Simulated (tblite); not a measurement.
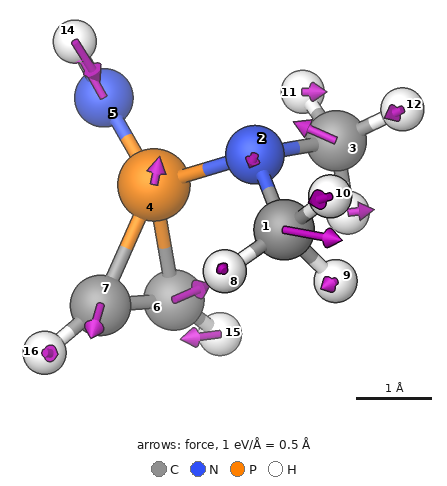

Starting geometry of C4H9N2P with the computed forces as purple arrows. The picture is a ball-and-stick view, seen at a tilt.

Level of theory: GFN2-xTB geometry optimisation, gas phase in tblite 0.8.0. 

Question: Is this structure relaxed? If not, where do the atoms go?

Answer: It isn't relaxed: the largest force vector, on a C atom, is 1.99 eV/Å. The final displacements have little in common with the starting forces (cosine between the two patterns 0.17). The largest moves after the best rigid fit, 1.19 Å, are those of H atoms. By element the largest moves are H 1.19 Å, C 0.52 Å, N 0.45 Å, P 0.29 Å. Among the contacts that change: N–P 1.740 → 1.684 Å, H–N 1.054 → 1.011 Å, C–H 1.132 → 1.093 Å, C–N 1.480 → 1.446 Å. Among the angles between lasting bonds that change: C–N–P 103.5° → 118.5°, C–C–H 150.7° → 136.8°, N–P–C 121.7° → 108.5°. After 124 geometry steps the energy has fallen by 0.778 eV.
